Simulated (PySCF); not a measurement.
**InSb (triplet): density, localisation and related maps**

```json
{"atom": "In", "x (Å)": "0.0000", "y (Å)": "0.0000", "z (Å)": "-1.5120"}
{"atom": "Sb", "x (Å)": "0.0000", "y (Å)": "0.0000", "z (Å)": "1.4370"}
```

Core potentials replace the inner electrons of In and Sb.

Level of theory: PBE0/def2-TZVPPD, non-relativistic Hamiltonian with scalar-relativistic core potentials where named, at a bond length of 2.949 Å in PySCF.

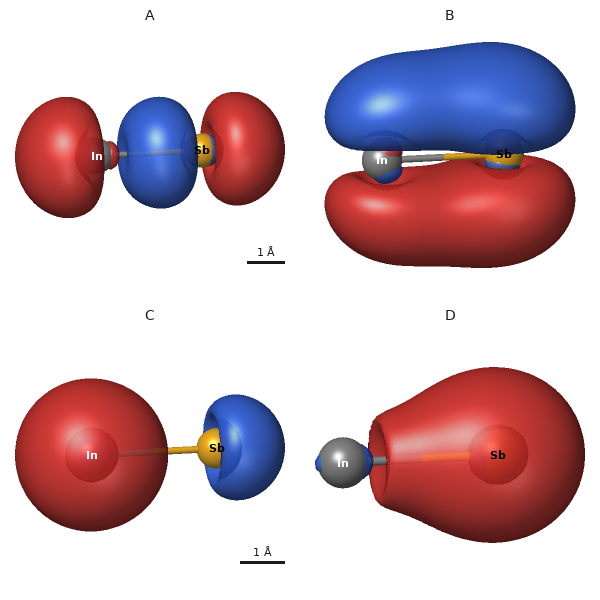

Figure 1. Four frontier β-spin orbitals, each drawn at the value that holds 80 % of its norm (red and blue are the two phases), in no order; of a degenerate pair one member is drawn.

### Label each orbital by symmetry, say whether it is occupied, and order them by energy.

Orbital D: σ, occupied in this spin, −12.92 eV; mainly on Sb (85 %).
Orbital C: σ, occupied in this spin, −9.22 eV; mainly on In (80 %).
Orbital A: σ, occupied in this spin, −4.97 eV; shared between the atoms (In 45 %, Sb 55 %).
Orbital B: π, empty in this spin, −2.97 eV; bonding, with no node between the atoms.

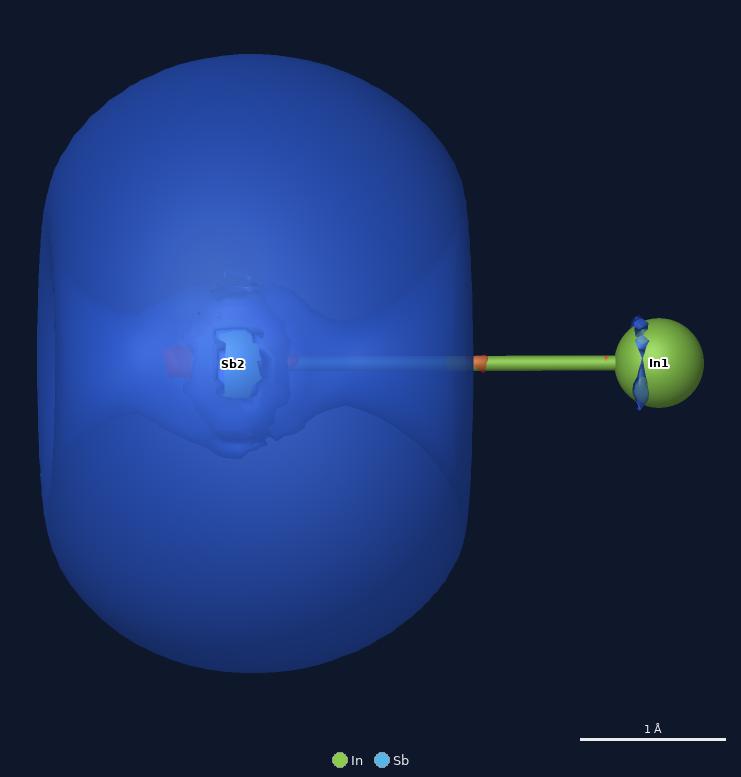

Figure 2. Isosurfaces of the spin density (α minus β) at +0.015 (blue) and −0.015 e/Å³ (red), seen from one side.

### Describe the spin distribution.

The unpaired spin (2 electrons) lies mostly on Sb2 (about 1.8) and In1 (about 0.2), in electrons by Hirshfeld's partition.

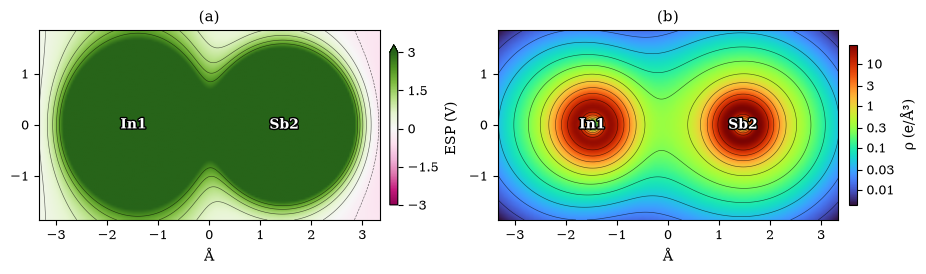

Figure 3. (a) electrostatic potential; (b) electron density on a plane that holds the molecular axis.

### Interpret the plot.

- The section cuts through In and Sb sites.
- In–Sb (2.95 Å): ρ is about 0.32 e/Å³ halfway.
- Outside the dense part of the molecule the potential is most negative (−0.5 V) near In1.
